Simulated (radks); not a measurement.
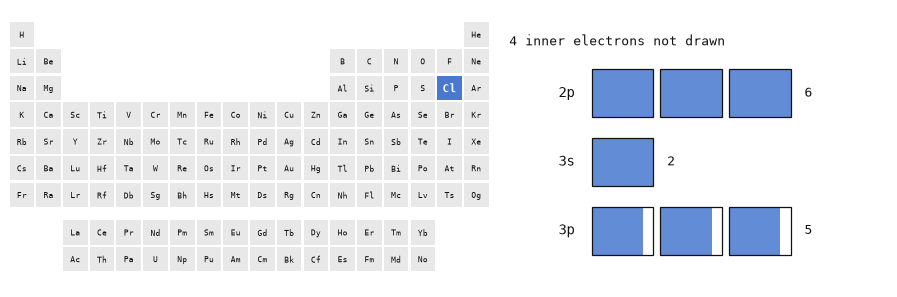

*Left, the place of chlorine in the periodic table; right, the outer shells as the input fills them: a box for each of the 2l + 1 orbitals, shaded by the share of the shell that is filled, with the electron count at the right.*

## Atomic calculation, with input and output: Cl

- system: the neutral chlorine atom in the configuration [Ne] 3s2 3p5.
- method: scalar-relativistic Kohn-Sham, PBEsol, spin-unpolarised, spherical densities, finite nucleus (the in-house radial solver radks)

## The input
```
Z 17
configuration [Ne] 3s2 3p5
relativity scalar-relativistic
functional pbe_sol,pbe_sol
spin unpolarised
nucleus finite rms 3.3654 fm
c 137.035999084
max_iterations 60
```

Energies in input and log are in hartree, lengths in bohr (the nuclear radius in fm).

Hardware: 1 thread of Arm Neoverse V2, 108 GiB of memory available, shared host.

Launched within a batch (the task file carries these settings):
```bash
python <driver script> task.json out
```

## Log
```
1s      1   2.0000        -100.94366256
2s      1   2.0000          -9.26783366
2p      1   6.0000          -7.03455630
3s      1   2.0000          -0.75771017
3p      1   5.0000          -0.31463291
Etot -460.7403154486619
Ekin 462.7287229875346
Encl -1099.4972686039673
Eh 203.38674501964192
Exc -27.35851485187112
err 5.852599992313179e-10
it 13
```

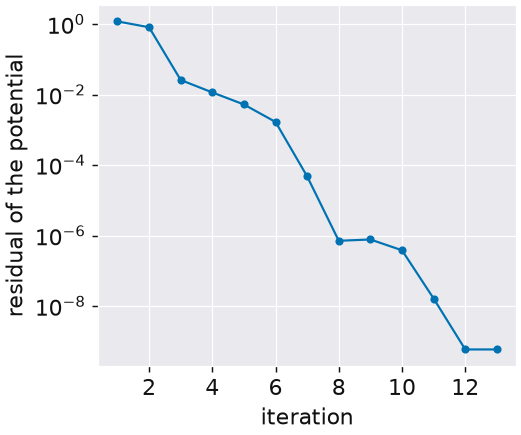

*Convergence: residual of the potential against the iteration.*

The residual falls almost steadily, with no more than small rises or pauses. It goes from 1.2 to 5.9×10⁻¹⁰ in 13 steps.

## Orbitals

```
orbital  occupation  energy (eV)  ⟨r⟩ (bohr)  outer maximum (bohr)
     1s           2      −2746.8     0.09106                0.0595
     2s           2     −252.191      0.4448                 0.362
     2p           6     −191.420      0.4073                 0.302
     3s           2      −20.618       1.537                  1.28
     3p           5       −8.562       1.843                  1.43
```

## Slater integrals of the outer shells (hartree)

| integral | value |
| --- | --- |
| F0(3p,3p) | 0.4939 |
| F2(3p,3p) | 0.2433 |
| F0(3p,3s) | 0.5354 |
| G1(3p,3s) | 0.3476 |
| F0(3p,2p) | 0.6844 |
| F2(3p,2p) | 0.1085 |
| G0(3p,2p) | 0.0423 |
| G2(3p,2p) | 0.0422 |
| F0(3p,2s) | 0.6769 |
| G1(3p,2s) | 0.0324 |
| F0(3s,3s) | 0.5878 |
| F0(3s,2p) | 0.7872 |
| G1(3s,2p) | 0.0566 |
| F0(3s,2s) | 0.7801 |

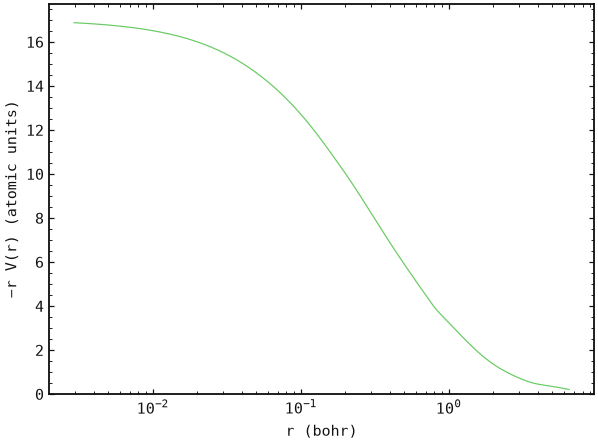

*The screened charge −r V(r) of the Kohn-Sham potential.*

Close to the nucleus it reaches 16.9, near the nuclear charge 17; inside the finite nucleus, left of the plot, it would fall to zero. It falls through 8.5, midway between the nuclear and the ionic charge, at r = 0.28 bohr, and stands at 0.20 at the end of the plot (r = 6.5 bohr); the net charge is 0. The exact potential would level off one unit above the net charge.

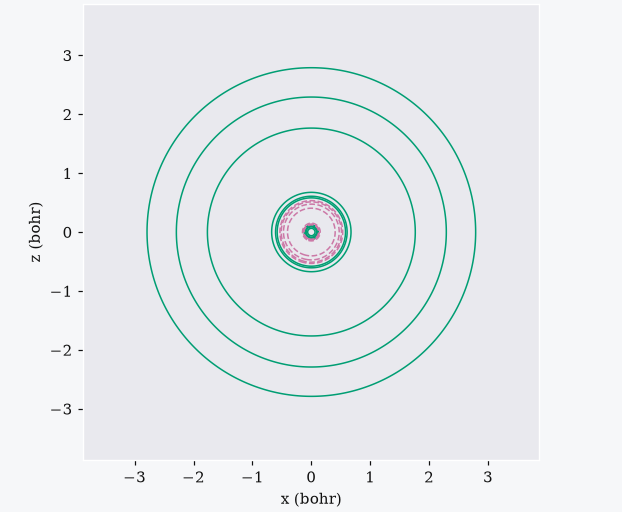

*One occupied orbital is shown. In the xz plane through the nucleus, contours of ψ are drawn, solid for positive and dashed for negative values, each about twice the one before. The radial function comes from the spherical calculation and is multiplied by a real spherical harmonic; the overall sign is chosen so that the largest lobe of P(r) is positive; at the scalar-relativistic level it is the large component.*

It is 3s. It has no angular node and 2 radial nodes, at r = 0.121 and 0.555 bohr. The outermost maximum of P² lies at 1.28 bohr, ⟨r⟩ = 1.54 bohr, 90 % of the charge lies within 2.34 bohr, and the eigenvalue is −20.6 eV, with 2 electrons in the shell.

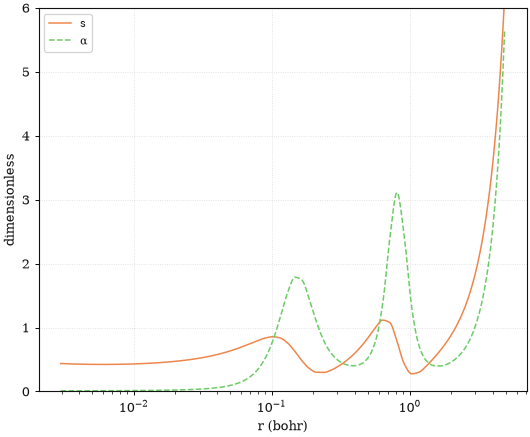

*The reduced density gradient s and the kinetic indicator α = (τ − τW)/τunif, the ingredients of GGAs and meta-GGAs.*

s starts near 0.44 at the inner end, has maxima between the shells at r = 0.10 bohr (0.86) and 0.64 bohr (1.12), and grows in the tail, to 6.2 at 4.9 bohr (off the top of the plot). α peaks at r = 0.15 bohr (1.8) and 0.81 bohr (3.1), where shells overlap, and is small where one s orbital dominates. In the tail α rises again, to 5.7 at the end, as it does where the highest occupied level has l > 0.

## Results in brief

| quantity | value |
| --- | --- |
| outcome | converged |
| total energy | −460.740315 hartree |
| kinetic energy | 462.728723 hartree |
| electron–nucleus energy | −1099.4973 hartree |
| Hartree energy | 203.386745 hartree |
| exchange–correlation energy | −27.358515 hartree |
| radius at density 0.001 e/bohr³ | 3.90 bohr |
| SCF iterations | 13 |
